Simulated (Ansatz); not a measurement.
```yaml
atoms:
  - { symbol: O, position_ang: [-0.3103, -1.6092, 0.5744] }
  - { symbol: W, position_ang: [0.0268, -0.0876, -0.0255] }
  - { symbol: F, position_ang: [1.5638, 0.3882, 0.8889] }
  - { symbol: F, position_ang: [-1.2929, 0.1586, -1.2992] }
  - { symbol: F, position_ang: [1.1564, -0.2897, -1.4790] }
  - { symbol: Cl, position_ang: [-1.1016, 1.3758, 1.2941] }
```

Geometry: PBE0-D4/def2-TZVP; core potentials replace the inner electrons of W.

Computed with Ansatz 0.2.0, isolated molecule in a Gaussian basis; Hartree-Fock.

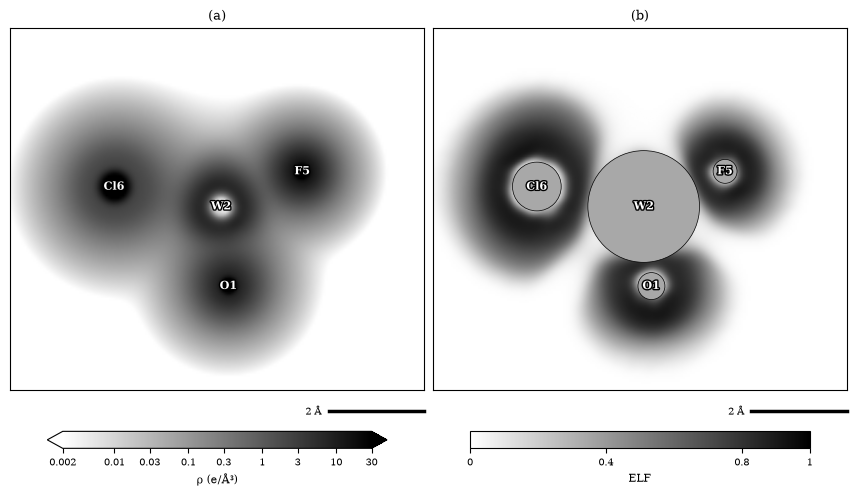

ClF3OW. (a) electron density; (b) ELF on the plane of atoms F5, W2 and Cl6. Grey discs cover the atomic cores in the ELF map.

Interpret the plot.

Atoms in the plane: O, W, F and Cl.
W–O (1.67 Å): ρ is about 2 e/Å³ halfway; the ELF peaks at about 0.80 in the valence shell of O, 0.5 Å from its nucleus, and drops to about 0.40 between the two atoms.
W–F (1.85 Å): ρ at the midpoint is about 1.1 e/Å³; the ELF peaks at about 0.80 in the valence shell of F, 0.5 Å from its nucleus, and drops to about 0.20 between the two atoms.
W–Cl (2.27 Å): ρ is about 0.76 e/Å³ halfway; the ELF peaks at about 0.85 in the valence shell of Cl, 0.8 Å from its nucleus, and is about 0.45 at the midpoint.
